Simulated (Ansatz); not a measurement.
# Amorphous Si$_{24}$O$_{49}$Ca

The cell was made by melting and quenching with the CHGNet potential and then relaxed with DFT. O atoms were pushed apart under 1.9 Å during the dynamics, to hinder bonds among them. The hot cell started wider than the set density and was brought back towards it in steps. It is the lowest in DFT energy of 2 quenches. It is a model cell: composition and starting density were chosen by hand, and all elements were melted together. No dispersion term was used.

Methods: PBE, scalar-relativistic without spin-orbit coupling (Ansatz, a quantum-chemistry and plane-wave program); r2SCAN, scalar-relativistic without spin-orbit coupling (Ansatz); HSE06, scalar-relativistic without spin-orbit coupling (Ansatz). Geometry, pressure, stress and energy are those of the PBE run. Its sampling: a 2×2×2 Γ-centred mesh; Fermi-Dirac width 0.02 eV; no spin polarisation. Other functionals are single points at the zone centre (r2SCAN at 500 eV; exact exchange cut at the cell's faces), free to take moments where seeds were set. At PBE the levels at the filled edge of the gap are localised (band-tail or defect states), and the nearest spread-out levels lie 5.5 eV apart at the zone centre.

The number of atoms in the cell is 74, the density (volume relaxed, without dispersion) is 2.35 g/cm³ and the volume per atom is 14.31 Å³. The pressure on a 2×2×2 Γ-centred mesh is 0.00 GPa and the largest force and stress component on that mesh (the relaxation ran on the zone centre alone) is 0.03 eV/Å and 0.0 GPa. The energy relative to alpha cristobalite + rock-salt CaO (lowest mix at this level among the phases computed, not always the ambient ones) is 8.5 kJ/mol of atoms and the level gap on a 2×2×2 Γ-centred mesh (PBE) is 4.23 eV. The level gap at the zone centre (PBE) is 4.23 eV. The level gap at the zone centre (r2SCAN) is 4.85 eV and the level gap at the zone centre (HSE06) comes out as 5.95 eV.

Bonds are counted up to Si-Si 2.60 Å, Si-O 1.98 Å, Si-Ca 3.16 Å, O-O 1.58 Å, O-Ca 2.90 Å, Ca-Ca 3.87 Å. Two cations that share two anions don't count as bonded, nor two that share one unless they lie closer than Si-Si 2.38 Å, Si-Ca 3.07 Å, Ca-Ca 3.77 Å.

The mean coordination of Si by anions comes out as 4.00 (24 with 4). The mean coordination of O comes out as 2.04 (47 with 2, 2 with 3). The mean coordination of Ca by anions comes out as 4.00 (1 with 4). The mean Si-O bond is 1.638 Å (spread 0.036 Å, 96 counted) and the mean O-Ca bond comes out as 2.226 Å (spread 0.148 Å, 4 counted).

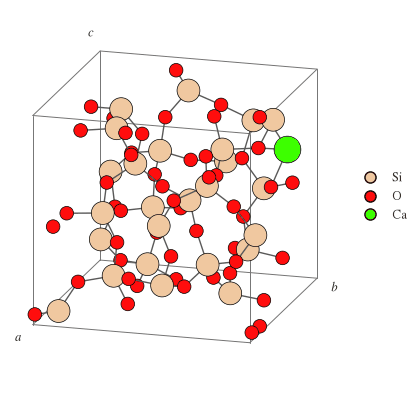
Figure: The relaxed cell

Its density started from a set value of 2.23 g/cm³. Cooling (nominally 400 K/ps over its main leg) ran many orders faster than in experiment, which tends to leave more defects and strain. Values belong to this one cell and scatter from quench to quench. Volume and shape were free in the relaxation.
